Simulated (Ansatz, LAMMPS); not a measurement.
# An extra electron or hole in glassy 57SiO2-27Al2O3-16BaO (mol %) (149 atoms), part 3 of 4

Does an extra electron or hole in glassy 57SiO2-27Al2O3-16BaO (mol %) (149 atoms) stay spread out, or do the atoms trap it?

Ansatz 0.2.0; Kohn-Sham DFT, PBE, PAW (set soft_1), plane waves.

The cell: 25 Si, 24 Al, 7 Ba and 93 O. The quench rate of 25 K/ps is many orders above laboratory rates. The network of bonds at the start is that of the classical potential that made the cell. Sampling is at Γ alone, for a cell whose shortest periodic width is 13 Å. The levels lack spin–orbit coupling.

So far. Step 6 (An extra electron, atoms relaxed): The relaxation converged after 5 steps, 0.00865 eV below its start, with a largest force component of 0.017 eV/Å. Step 6 (An extra electron, atoms relaxed): An extra electron, atoms relaxed: the energy stands 8.48 eV above that of the reference. An odd electron should give 1 μB; this run ended with the carrier shared between both spins.

**7. An extra electron, levels at the relaxed geometry**

A single point at the new geometry gives levels and spin density.

Input file input.yaml:

```yaml
crystal:
  lattice:
    - [12.514, 0.0, 0.0]
    - [0.0, 12.514, 0.0]
    - [0.0, 0.0, 12.514]
  atoms:
    - { symbol: Si, position: [0.63595, 0.24292, 0.01144] }
    - { symbol: Si, position: [0.48542, 0.49517, 0.3893] }
    - { symbol: Si, position: [0.55634, 0.72908, 0.66907] }
    - { symbol: Si, position: [0.19257, 0.25038, 0.42614] }
    - { symbol: Si, position: [0.6051, 0.39193, 0.81355] }
    - { symbol: Si, position: [0.8814, 0.71947, 0.89269] }
    [... 137 atom lines left out ...]
    - { symbol: O, position: [0.4804, 0.92493, 0.04644] }
    - { symbol: O, position: [0.9054, 0.69692, 0.59727] }
    - { symbol: O, position: [0.29152, 0.24845, 0.51691] }
    - { symbol: O, position: [0.62976, 0.82698, 0.3656] }
    - { symbol: O, position: [0.15847, 0.36653, 0.38568] }
    - { symbol: O, position: [0.76078, 0.03275, 0.35181] }
total_charge: -1
kpoints:
  mp_grid: { grid: [1, 1, 1] }
hamiltonian:
  xc: pbe
  pseudopotentials: { kind: paw, azcp: { folder: soft_1 } }
scf:
  occupations: { method: fermi_dirac, width: 0.01 }
  lower_state_search: "off"
output:
  forces: true
  stress: true
  populations: true
  dos:
    method: { smearing: { sigma: 0.15 } }
    de: 0.1
    projected: { site_lists: { Al: [Al], Ba: [Ba], O: [O], Si: [Si] } }
  eigenvalues: true
  write_density: true
  write_potential: true
  volumetric_format: npy
magnetization:
  spin_polarized: true
  initial_magnetization: 1
```

Command:

```bash
> ansatz run input.yaml --threads 8 --pin off --max-ram 15872MiB --backend cpu --events-out ev --progress --plain --runs-dir out
```

Numbers of over 12 decimals in the logs are rounded to 6 here.

The program printed:

```text
[...]
Crystal: 149 atoms, lattice volume = 1959.695 Å³
Basis set: ecut = 420 eV, 38401 PW (Γ), exchange–correlation on 180×180×180 points (8 copies of the dense FFT grid, shifted against one another)
Bands: 550, of which v1, the nominal top of the filled ones, is band 401 counted from 1 (400 counted from 0)
Symmetry: 1 space group operations
[...]
k-points: 1
[...]
Starting moments: Σ|m| = 1 μB on 149 of 149 sites
[...]
SCF iter   1: F=—  HF=-123476.731803 eV  |F-HF|=—  |Δ(HF+E_count)|=         —  Δρ=5.17e-2 (↑5.14e-2 ↓5.17e-2)  dr2=2.69e2  dr2_m=9.27e-2  M=1.000 μB ∫|m|=1.045 μB  β_m=1.00  ethr=3.10e-3  ⟨swp⟩=8.0  Hψ=5368  notcnv=0  defer=272
[...]
SCF iter  23: F=-123396.141447 eV  HF=-123396.141447 eV  |F-HF|=1.02e-10  |Δ(HF+E_count)|=   4.85e-7  Δρ=3.22e-7 (↑2.68e-7 ↓3.22e-7)  dr2=1.10e-8  dr2_m=6.15e-10  M=0.085 μB ∫|m|=0.088 μB  ethr=5.07e-12  ⟨swp⟩=7.5  Hψ=8354  notcnv=0
SCF 1 converged in 23 iterations: F = -123396.141447 eV  dr2 = 1.10e-8
[...]
SCF converged after 23 iterations
Magnetization: 0.0848 μB (400.5424 up, 400.4576 down)
Absolute magnetization: 0.0884 μB (∫|ρ↑−ρ↓|, with the PAW one-centre terms)
[...]
Per-site moments (μB) at R_I (Å): [(0.000131532, 0.654765), (0.00010511, 0.655040), (4.1530307249089076e-5, 0.658930), (5.125683404544647e-5, 0.658854), (0.000102235, 0.660289), [...]
Free energy (F): -123396.141447 eV
[...]
Internal energy: -123396.127656 eV  (E = F + TS)
E sigma→0 (E₀):  -123396.134551 eV
Entropy (-TS):   -0.013791 eV (-0.093 meV/atom)
Fermi energy:    8.478545 eV
[...]
--- Forces (eV/Å), atoms counted from 1 ---
  atom   1  Si    -0.00634264     0.00307133     0.00182332
  atom   2  Si    -0.00460055    -0.00116530    -0.00144009
  atom   3  Si    -0.00454549     0.00526885     0.00166186
  atom   4  Si     0.02079185     0.00306289    -0.00777055
  atom   5  Si    -0.00203559    -0.00822107     0.00421358
  atom   6  Si    -0.00288142     0.00864456     0.00319096
  atom   7  Si    -0.00368506     0.00211332    -0.01042076
  atom   8  Si     0.00394027     0.00702733    -0.00097972
  atom   9  Si    -0.00471639     0.00220435     0.00310664
  atom  10  Si    -0.00125568     0.00195319     0.00221223
  atom  11  Si     0.00293532    -0.00833530     0.00614545
  atom  12  Si    -0.00567312     0.00960279    -0.01091699
  atom  13  Si     0.00259669     0.00200617    -0.00222431
  atom  14  Si     0.00795913     0.00965374    -0.00214041
[...]
atom 148  O     -0.00251788    -0.00337808    -0.00087098
  atom 149  O      0.01303062    -0.00977716     0.00085548
  max |Σ_I F_I| component: 4.30e-5 eV/Å
--- Stress (GPa, compression-positive) ---
        0.773394       0.605212      -0.119171
        0.605218       2.353441       0.419152
       -0.119170       0.419149       1.779980
  P = ⅓ Tr σ = 1.6356 GPa (16.356 kbar)
--- Band table (eV) ---
[...]
--- Löwdin populations: 149 sites ---
  site symbol       q [e]    m [muB]
     0     Si      2.3422     0.0008
     1     Si      2.3201     0.0006
     2     Si      2.3155     0.0003
[...]
148      O      6.8088     0.0003
  spilling = 0.011796 (of n_electrons = 801.000000)
```

Run time: 56 s. Hardware: 8 threads of INTEL XEON PLATINUM 8581C at 2.30GHz (Emerald Rapids), shared host; peak memory 5.4 GiB; 7 min of CPU time.

An extra electron, levels at the relaxed geometry: the energy stands 8.48 eV above that of the reference, with a moment of 0.08 μB. An odd electron should give 1 μB; this run ended with the carrier shared between both spins.

The levels nearest the highest filled one (over half full), pooled over k-points and spins:

```csv
level less the highest filled one (eV),occupation
-3.89,1
-3.60,1
-3.60,1
0,0.542
0.0034,0.458
0.838,0
0.851,0
1.18,0
```

**8. Neutral at the geometry of the electron**

The neutral cell at the new geometry gives the energy of that geometry without the charge.

input.yaml, the sections that differ from step 7:

```yaml
crystal:
  lattice:
    - [12.514, 0.0, 0.0]
    - [0.0, 12.514, 0.0]
    - [0.0, 0.0, 12.514]
  atoms:
    [... the 149 atom lines of step 7 ...]
scf:
  occupations: { method: gaussian, width: 0.025 }
output:
  forces: true
  stress: true
  populations: true
  dos:
    method: { smearing: { sigma: 0.15 } }
    de: 0.1
    projected: { site_lists: { Al: [Al], Ba: [Ba], O: [O], Si: [Si] } }
  eigenvalues: true
# kpoints, hamiltonian: as in step 7
# total_charge: removed
# magnetization: removed
```

The program printed:

```text
[...]
Crystal: 149 atoms, lattice volume = 1959.695 Å³
Basis set: ecut = 420 eV, 38401 PW (Γ), exchange–correlation on 180×180×180 points (8 copies of the dense FFT grid, shifted against one another)
Bands: 549, of which v1, the nominal top of the filled ones, is band 400 counted from 1 (399 counted from 0)
Symmetry: 1 space group operations
[...]
k-points: 1
[...]
SCF iter   1: F=—  HF=-123485.390098 eV  |F-HF|=—  |Δ(HF+E_count)|=         —  Δρ=1.06e-1  dr2=2.68e2  ethr=3.10e-3  ⟨swp⟩=7.0  Hψ=2679  notcnv=0  defer=135
[...]
SCF iter  13: F=-123404.615190 eV  HF=-123404.615190 eV  |F-HF|=1.16e-8  |Δ(HF+E_count)|=   1.13e-8  Δρ=1.04e-6  dr2=2.05e-8  ethr=1.25e-11  ⟨swp⟩=2.0  Hψ=1730  notcnv=0
SCF 1 converged in 13 iterations: F = -123404.615190 eV  dr2 = 2.05e-8
[...]
SCF converged after 13 iterations
Free energy (F): -123404.615190 eV
[...]
Internal energy: -123404.615190 eV  (E = F + TS)
E sigma→0 (E₀):  -123404.615190 eV
Fermi energy:    6.711120 eV
[...]
--- Forces (eV/Å), atoms counted from 1 ---
  atom   1  Si     0.04844430    -0.03457299    -0.05240320
  atom   2  Si    -0.00213234     0.09240013     0.04838150
  atom   3  Si    -0.01085424    -0.00269865     0.04789165
  atom   4  Si    -0.01077032    -0.01138303    -0.00087586
  atom   5  Si    -0.01836287     0.06988103     0.00107935
  atom   6  Si    -0.03692391     0.01879255     0.00473399
  atom   7  Si     0.01503851     0.03803928     0.02599936
  atom   8  Si     0.03930096    -0.02402348    -0.03505195
  atom   9  Si     0.02626692     0.00236255     0.00920244
  atom  10  Si    -0.04401262    -0.02839103    -0.01193529
  atom  11  Si    -0.04138379     0.07059572     0.00237983
  atom  12  Si     0.00027585    -0.06276452     0.07606324
  atom  13  Si     0.02549679     0.02605399    -0.00500024
  atom  14  Si     0.02567306     0.01142871    -0.04330112
[...]
atom 148  O      0.01079792    -0.03445717     0.04043975
  atom 149  O     -0.02190726     0.03106821     0.00107545
  max |Σ_I F_I| component: 5.36e-5 eV/Å
--- Stress (GPa, compression-positive) ---
        0.590752       0.606417      -0.143603
        0.606423       2.207748       0.414842
       -0.143603       0.414840       1.569827
  P = ⅓ Tr σ = 1.4561 GPa (14.561 kbar)
--- Band table (eV) ---
[...]
--- Löwdin populations: 149 sites ---
  site symbol       q [e]
     0     Si      2.3331
     1     Si      2.3116
     2     Si      2.3101
[...]
148      O      6.8069
  spilling = 0.011746 (of n_electrons = 800.000000)
```

The job ended after 17 s (8 threads; peak memory 3.2 GiB).

Neutral at the geometry of the electron: the energy stands 0.00804 eV above that of the reference.

**9. An extra hole, atoms held**

The electron count changes by one with the atoms held: a vertical process, on a uniform background, with spin and a narrow Fermi–Dirac smearing. Its energy against the neutral cell hangs on the program's zero of potential.

input.yaml: that of step 8 with these lines changed.

```diff
@@ -6,3 +6,4 @@
   atoms:
-    [... the 149 atom lines of step 7 ...]
+    [... the 149 atom lines of step 4 ...]
+total_charge: 1
 kpoints:
@@ -13,3 +14,4 @@
 scf:
-  occupations: { method: gaussian, width: 0.025 }
+  occupations: { method: fermi_dirac, width: 0.01 }
+  lower_state_search: "off"
 output:
@@ -23 +25,7 @@
   eigenvalues: true
+  write_density: true
+  write_potential: true
+  volumetric_format: npy
+magnetization:
+  spin_polarized: true
+  initial_magnetization: 1
```

The program printed:

```text
[...]
Crystal: 149 atoms, lattice volume = 1959.695 Å³
Basis set: ecut = 420 eV, 38401 PW (Γ), exchange–correlation on 180×180×180 points (8 copies of the dense FFT grid, shifted against one another)
Bands: 549, of which v1, the nominal top of the filled ones, is band 400 counted from 1 (399 counted from 0)
Symmetry: 1 space group operations
[...]
k-points: 1
[...]
Starting moments: Σ|m| = 1 μB on 149 of 149 sites
[...]
SCF iter   1: F=—  HF=-123493.181370 eV  |F-HF|=—  |Δ(HF+E_count)|=         —  Δρ=5.43e-2 (↑5.40e-2 ↓5.43e-2)  dr2=2.81e2  dr2_m=4.20e-1  M=1.000 μB ∫|m|=1.046 μB  β_m=1.00  ethr=3.10e-3  ⟨swp⟩=7.0  Hψ=5358  notcnv=0  defer=270
[...]
SCF iter   4: F=—  HF=-123419.232715 eV  |F-HF|=—  |Δ(HF+E_count)|=    8.03e0  Δρ=1.45e-2 (↑1.26e-2 ↓1.45e-2)  dr2=3.48e1  dr2_m=1.60e-1  M=0.991 μB ∫|m|=1.120 μB  β_m=0.30  ethr=3.10e-3  ⟨swp⟩=2.5  Hψ=1684  notcnv=0  defer=290
[...]
SCF iter  16: F=—  HF=-123409.424689 eV  |F-HF|=—  |Δ(HF+E_count)|=   1.01e-1  Δρ=7.60e-3 (↑2.49e-3 ↓7.60e-3)  dr2=2.66e0  dr2_m=1.51e-1  M=1.000 μB ∫|m|=1.139 μB  β_m=0.30  ethr=2.36e-4  ⟨swp⟩=4.5  Hψ=1292  notcnv=0  defer=286
[...]
spin-set hold released at iteration 16 (site moments' squared step at or under half its running peak, from the soft ceiling on): the magnetisation degrees of freedom join the quasi-Newton model from the next iteration; the mixer history was flushed
SCF iter  17: F=—  HF=-123409.316616 eV  |F-HF|=—  |Δ(HF+E_count)|=   1.08e-1  Δρ=9.25e-3 (↑1.45e-3 ↓9.25e-3)  dr2=2.84e0  dr2_m=3.54e-1  M=0.959 μB ∫|m|=1.143 μB  β_m=0.27  ethr=2.36e-4  ⟨swp⟩=2.0  Hψ=1461  notcnv=0  defer=286
[...]
SCF iter  23: F=—  HF=-123409.135937 eV  |F-HF|=—  |Δ(HF+E_count)|=   1.39e-2  Δρ=5.09e-3 (↑7.46e-4 ↓5.09e-3)  dr2=1.00e0  dr2_m=1.06e-1  M=0.998 μB ∫|m|=1.108 μB  β_m=0.32  ethr=6.90e-5  ⟨swp⟩=3.5  Hψ=1389  notcnv=0  defer=286
[...]
SCF iter  52: F=-123409.093287 eV  HF=-123409.093287 eV  |F-HF|=5.62e-9  |Δ(HF+E_count)|=  8.29e-10  Δρ=5.35e-7 (↑9.77e-8 ↓5.35e-7)  dr2=7.68e-9  dr2_m=1.55e-9  M=1.000 μB ∫|m|=1.085 μB  β_m=0.18  ethr=1.23e-12  ⟨swp⟩=5.0  Hψ=4663  notcnv=0
SCF iter  53: F=-123409.093287 eV  HF=-123409.093287 eV  |F-HF|=8.29e-10  |Δ(HF+E_count)|=  7.28e-11  Δρ=2.06e-7 (↑4.95e-8 ↓2.06e-7)  dr2=1.33e-9  dr2_m=2.13e-10  M=1.000 μB ∫|m|=1.085 μB  ethr=1.00e-12  ⟨swp⟩=4.5  Hψ=4742  notcnv=0
SCF 1 converged in 53 iterations: F = -123409.093287 eV  dr2 = 1.33e-9
[...]
SCF converged after 53 iterations
Magnetization: 0.9997 μB (399.9998 up, 399.0002 down)
Absolute magnetization: 1.0862 μB (∫|ρ↑−ρ↓|, with the PAW one-centre terms)
[...]
Per-site moments (μB) at R_I (Å): [(-4.862693869302079e-7, 0.654347), (-1.845421642303749e-5, 0.654484), (-3.171515053631968e-5, 0.658876), (1.0658377906012681e-5, 0.658215), (2.139963242662695e-5, 0.659805), [...]
Free energy (F): -123409.093287 eV
[...]
Internal energy: -123409.075144 eV  (E = F + TS)
E sigma→0 (E₀):  -123409.084216 eV
Entropy (-TS):   -0.018143 eV (-0.122 meV/atom)
Fermi energy:    4.317914 eV
[...]
Σ components = -123409.093287   (vs F -123409.093287, Δ=0.00e0)
--- Forces (eV/Å), atoms counted from 1 ---
  atom   1  Si    -0.09323584     0.15099339    -0.03691503
  atom   2  Si    -0.16155028    -0.21907718     0.04204064
  atom   3  Si    -0.03667966    -0.07176338    -0.18753919
  atom   4  Si     0.05058519     0.01038782     0.01877220
[...]
atom 149  O     -0.06699608    -0.02076062    -0.00490970
  max |Σ_I F_I| component: 2.32e-5 eV/Å
--- Stress (GPa, compression-positive) ---
        1.123981       0.672507      -0.162784
        0.672514       2.678455       0.463183
       -0.162784       0.463180       2.029603
  P = ⅓ Tr σ = 1.9440 GPa (19.440 kbar)
--- Band table (eV) ---
[...]
--- Löwdin populations: 149 sites ---
  site symbol       q [e]    m [muB]
     0     Si      2.3284    -0.0002
     1     Si      2.3067    -0.0005
     2     Si      2.3066    -0.0004
[...]
148      O      6.7973     0.0205
  spilling = 0.011655 (of n_electrons = 799.000000)
```

Elapsed: 68 s, on 8 threads; peak memory 5.4 GiB.

An extra hole, atoms held: the energy stands 4.47 eV below that of the reference, with a moment of 1.00 μB.

The levels nearest the highest filled one (over half full), pooled over k-points and spins:

```csv
level less the highest filled one (eV),occupation
-0.0492,0.997
-0.0353,0.986
-0.011,0.864
0,0.681
0.0087,0.472
4.23,0
4.23,0
5.07,0
```

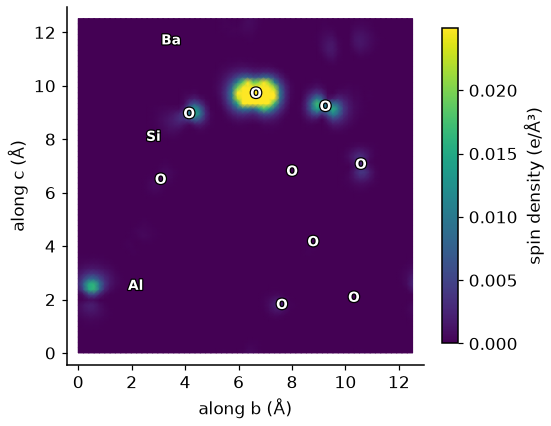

Spin density in the bc plane at fractional x = 0.285, with atoms of Si and Al and Ba and O within 0.2 Å of it.

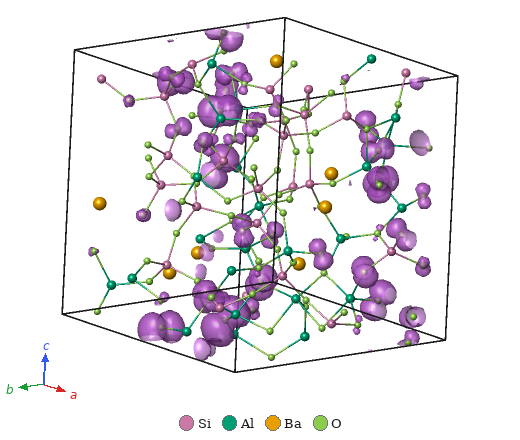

Surface of spin density = 0.0052 e/Å³, which holds about 70 % of the integral of its size. Bonds to atoms that aren't drawn are left out.

**10. An extra hole, atoms relaxed**

The atoms now respond to the charge; the energy gained comes from screening by the atoms, from trapping if the charge localises, and from any strain left in the reference.

input.yaml, the sections that differ from step 9:

```yaml
output:
  forces: true
relax:
  f_tol: 0.05
  max_steps: 90
# crystal, total_charge, kpoints, hamiltonian, scf, magnetization: as in step 9
```

The program printed:

```text
[...]
Crystal: 149 atoms, lattice volume = 1959.695 Å³
Basis set: ecut = 420 eV, 38401 PW (Γ), exchange–correlation on 180×180×180 points (8 copies of the dense FFT grid, shifted against one another)
Bands: 549, of which v1, the nominal top of the filled ones, is band 400 counted from 1 (399 counted from 0)
Symmetry: 1 space group operations
[...]
k-points: 1
[...]
Starting moments: Σ|m| = 1 μB on 149 of 149 sites
[...]
SCF iter   1: F=—  HF=-123493.181370 eV  |F-HF|=—  |Δ(HF+E_count)|=         —  Δρ=5.43e-2 (↑5.40e-2 ↓5.43e-2)  dr2=2.81e2  dr2_m=4.20e-1  M=1.000 μB ∫|m|=1.046 μB  β_m=1.00  ethr=3.10e-3  ⟨swp⟩=7.0  Hψ=5358  notcnv=0  defer=270
[...]
SCF iter   4: F=—  HF=-123419.232693 eV  |F-HF|=—  |Δ(HF+E_count)|=    8.03e0  Δρ=1.45e-2 (↑1.26e-2 ↓1.45e-2)  dr2=3.48e1  dr2_m=1.60e-1  M=0.991 μB ∫|m|=1.120 μB  β_m=0.30  ethr=3.10e-3  ⟨swp⟩=2.5  Hψ=1684  notcnv=0  defer=290
[...]
SCF iter  16: F=—  HF=-123409.426383 eV  |F-HF|=—  |Δ(HF+E_count)|=   1.01e-1  Δρ=7.58e-3 (↑2.50e-3 ↓7.58e-3)  dr2=2.65e0  dr2_m=1.50e-1  M=1.000 μB ∫|m|=1.138 μB  β_m=0.30  ethr=2.37e-4  ⟨swp⟩=4.5  Hψ=1292  notcnv=0  defer=286
[...]
SCF iter  18: F=—  HF=-123409.222941 eV  |F-HF|=—  |Δ(HF+E_count)|=   9.31e-2  Δρ=6.17e-3 (↑2.71e-3 ↓6.17e-3)  dr2=2.37e0  dr2_m=1.12e-1  M=0.350 μB ∫|m|=0.536 μB  β_m=0.29  ethr=2.37e-4  ⟨swp⟩=2.0  Hψ=1429  notcnv=0  defer=286
[...]
SCF iter  52: F=-123409.093285 eV  HF=-123409.093287 eV  |F-HF|=2.67e-6  |Δ(HF+E_count)|=   9.94e-7  Δρ=1.33e-5 (↑3.37e-6 ↓1.33e-5)  dr2=3.96e-6  dr2_m=1.08e-6  M=1.000 μB ∫|m|=1.086 μB  β_m=0.24  ethr=2.14e-9  ⟨swp⟩=1.0  Hψ=2516  notcnv=0
SCF iter  53: F=-123409.093286 eV  HF=-123409.093287 eV  |F-HF|=1.41e-6  |Δ(HF+E_count)|=   4.89e-8  Δρ=4.84e-6 (↑2.91e-6 ↓4.84e-6)  dr2=1.91e-6  dr2_m=1.62e-7  M=1.000 μB ∫|m|=1.086 μB  ethr=4.95e-10  ⟨swp⟩=1.0  Hψ=2529  notcnv=0
SCF 1 converged in 53 iterations: F = -123409.093286 eV  dr2 = 1.91e-6
[...]
relax step   1: F+E_penalty+E_count = -123409.09328591 eV  Δ(F+E_penalty+E_count) = +0.000e0 eV  max|allowed force component| = 9.527e-1 eV/Å  Δτ_max = 0.0000 Å  (53 SCF iters, dr2 threshold 6.25e-5 eV, accepted)
[... from here on, the SCF cycles and remarks between the steps are left out ...]
relax step   2: F+E_penalty+E_count = -123409.08065591 eV  Δ(F+E_penalty+E_count) = +1.263e-2 eV  max|allowed force component| = 6.482e-1 eV/Å  Δτ_max = 0.1870 Å  (25 SCF iters, dr2 threshold 5.67e-5 eV, rejected (line search))
relax step   3: F+E_penalty+E_count = -123409.18484881 eV  Δ(F+E_penalty+E_count) = -9.156e-2 eV  max|allowed force component| = 5.346e-1 eV/Å  Δτ_max = 0.0911 Å  (32 SCF iters, accepted)
relax step   4: F+E_penalty+E_count = -123409.16763868 eV  Δ(F+E_penalty+E_count) = +1.721e-2 eV  max|allowed force component| = 4.512e-1 eV/Å  Δτ_max = 0.1000 Å  (20 SCF iters, dr2 threshold 1.79e-5 eV, rejected (line search))
relax step   5: F+E_penalty+E_count = -123409.23858450 eV  Δ(F+E_penalty+E_count) = -5.374e-2 eV  max|allowed force component| = 7.757e-2 eV/Å  Δτ_max = 0.0491 Å  (25 SCF iters, accepted)
relax step   6: F+E_penalty+E_count = -123409.24564763 eV  Δ(F+E_penalty+E_count) = -7.063e-3 eV  max|allowed force component| = 6.177e-2 eV/Å  Δτ_max = 0.0259 Å  (23 SCF iters, accepted)
relax step   7: F+E_penalty+E_count = -123409.23666385 eV  Δ(F+E_penalty+E_count) = +8.984e-3 eV  max|allowed force component| = 1.435e-1 eV/Å  Δτ_max = 0.0750 Å  (30 SCF iters, rejected (line search))
relax step   8: F+E_penalty+E_count = -123409.25812222 eV  Δ(F+E_penalty+E_count) = -1.247e-2 eV  max|allowed force component| = 5.035e-2 eV/Å  Δτ_max = 0.0367 Å  (27 SCF iters, accepted)
relax step   9: F+E_penalty+E_count = -123409.25894527 eV  Δ(F+E_penalty+E_count) = -8.230e-4 eV  max|allowed force component| = 8.691e-2 eV/Å  Δτ_max = 0.0299 Å  (21 SCF iters, accepted)
relax step  10: F+E_penalty+E_count = -123409.26223818 eV  Δ(F+E_penalty+E_count) = -3.293e-3 eV  max|allowed force component| = 5.259e-2 eV/Å  Δτ_max = 0.0135 Å  (15 SCF iters, dr2 threshold 5.02e-6 eV, accepted)
relax step  11: F+E_penalty+E_count = -123409.27009932 eV  Δ(F+E_penalty+E_count) = -7.861e-3 eV  max|allowed force component| = 7.921e-2 eV/Å  Δτ_max = 0.0844 Å  (23 SCF iters, accepted)
relax step  12: F+E_penalty+E_count = -123409.27475963 eV  Δ(F+E_penalty+E_count) = -4.660e-3 eV  max|allowed force component| = 5.509e-2 eV/Å  Δτ_max = 0.0781 Å  (19 SCF iters, accepted)
relax step  13: F+E_penalty+E_count = -123409.27827486 eV  Δ(F+E_penalty+E_count) = -3.515e-3 eV  max|allowed force component| = 3.419e-2 eV/Å  Δτ_max = 0.0162 Å  (18 SCF iters, accepted)
SCF converged after 18 iterations
Magnetization: 0.9995 μB (399.9997 up, 399.0003 down)
Absolute magnetization: 1.0928 μB (∫|ρ↑−ρ↓|, with the PAW one-centre terms)
[...]
Per-site moments (μB) at R_I (Å): [(-1.048273003094884e-6, 0.654242), (8.210396185818228e-6, 0.656119), (-4.2618002011355615e-6, 0.659689), (4.664226552833335e-6, 0.658370), (-4.640184197496379e-7, 0.663755), [...]
Free energy (F): -123409.278275 eV
[...]
Internal energy: -123409.264521 eV  (E = F + TS)
E sigma→0 (E₀):  -123409.271398 eV
Entropy (-TS):   -0.013754 eV (-0.092 meV/atom)
Fermi energy:    4.565944 eV
[...]
Σ components = -123409.278275   (vs F -123409.278275, Δ=0.00e0)
--- Forces (eV/Å), atoms counted from 1 ---
  atom   1  Si     0.01239281    -0.00755433     0.01494634
  atom   2  Si     0.00075141     0.00961739     0.00444095
  atom   3  Si     0.01467227    -0.01180070     0.00293018
  atom   4  Si     0.00008515     0.01904849    -0.00177648
[...]
atom 149  O      0.00996069     0.00622184     0.01041626
  max |Σ_I F_I| component: 3.04e-5 eV/Å
--- Relaxed structure (13 steps of the walk, 10 accepted, 0 SCFs on fresh bases) ---
  F+E_penalty+E_count = -123409.27827486 eV   max|allowed force component| = 3.419e-2 eV/Å
  atoms:
    - { symbol: Si, position: [0.636277, 0.242899, 0.011402] }
    - { symbol: Si, position: [0.486179, 0.495640, 0.387436] }
    - { symbol: Si, position: [0.555929, 0.728448, 0.669404] }
    - { symbol: Si, position: [0.194372, 0.249814, 0.423853] }
[...]
- { symbol: O, position: [0.761534, 0.033646, 0.353607] }
```

Wall time 5.5 min (8 threads); peak memory 5.4 GiB; 41 min of CPU time.

The relaxation converged after 13 steps, 0.185 eV below its start, with a largest force component of 0.034 eV/Å.

An extra hole, atoms relaxed: the energy stands 4.66 eV below that of the reference, with a moment of 1.00 μB.

[end of part 3 of 4]

[Logs are printed without paths, hosts, clocks, repeated set-up lines and the standing remarks that a program may print on its own settings, such as how far it seeks lower states.]

[Hosts, paths, dates, database ids (printed as entryN), source tags and the programs' standing remarks are cut or masked in the printed files.]
